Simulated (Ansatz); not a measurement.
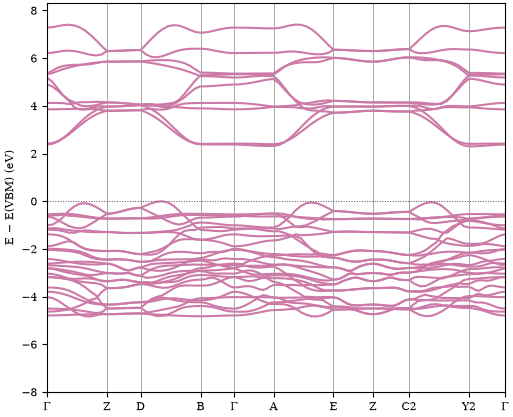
Fig. 1. Band structure from DFT-r²SCAN in the program Ansatz with PAW potentials

Problem. Read off the gap and where the band edges lie.

Solution. About 2.3 eV (2.30 eV by a search for the band edges); maximum on the D–B line, 34 % of the way from D, minimum at Y2.

The material is LiVO$_{2}$F$_{2}$ in space group P2_1/m (No. 11; Pearson symbol mP12).

The first step of the workflow began from a Materials Project structure, measured or hypothetical; the Crystallography Open Database copy checked does not list it. Its standing as an ambient phase is unchecked. The r²SCAN relaxation kept the symmetry of its start; whether a distortion lowers the energy is not shown. No spin polarisation was allowed. No Hubbard U is applied.

Potentials: the later of the program's two PAW sets.
